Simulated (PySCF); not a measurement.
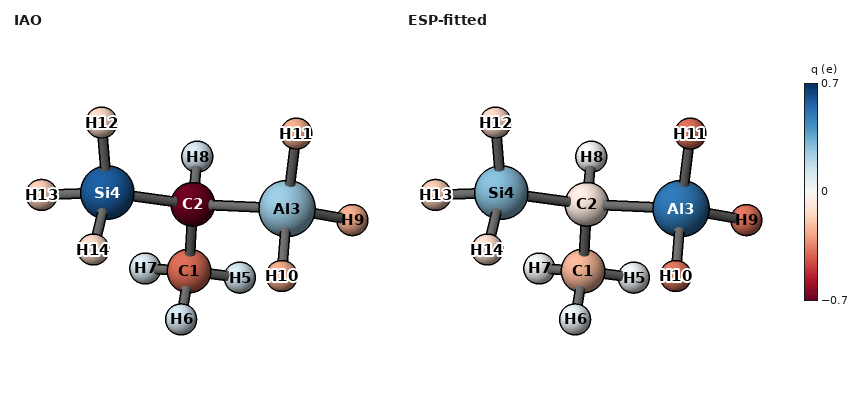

Atomic charges of one calculation by 2 schemes, on one colour scale. Charge −1, singlet. The computed structure is the end point of a GFN2-xTB optimisation. No frequency run is at hand to confirm it as a minimum. Method: PBE0/pcSseg-1 (PySCF 2.14.0).

Which scheme gives the most polar picture (largest mean size of the charges)?

The IAO charges are the largest in size here.

On which atom do the schemes disagree most?

On C2 (from −0.68 to −0.07 e).

List the charges (e), one line for each set of equivalent atoms.

| atom | IAO | ESP-fitted |
| --- | --- | --- |
| C1 | −0.39 | −0.23 |
| C2 | −0.68 | −0.07 |
| Al3 | 0.26 | 0.50 |
| Si4 | 0.58 | 0.30 |
| H5 | 0.13 | 0.04 |
| H6 | 0.12 | 0.05 |
| H7 | 0.10 | 0.02 |
| H8 | 0.12 | −0.01 |
| H9 | −0.26 | −0.37 |
| H10 | −0.26 | −0.37 |
| H11 | −0.26 | −0.39 |
| H12 | −0.14 | −0.15 |
| H13 | −0.17 | −0.18 |
| H14 | −0.15 | −0.13 |

The geometry is semi-empirical. Around Al, Si such bond lengths and angles can be off by a tenth of an ångström or more and by several degrees, and values that hang on the shape move with them.
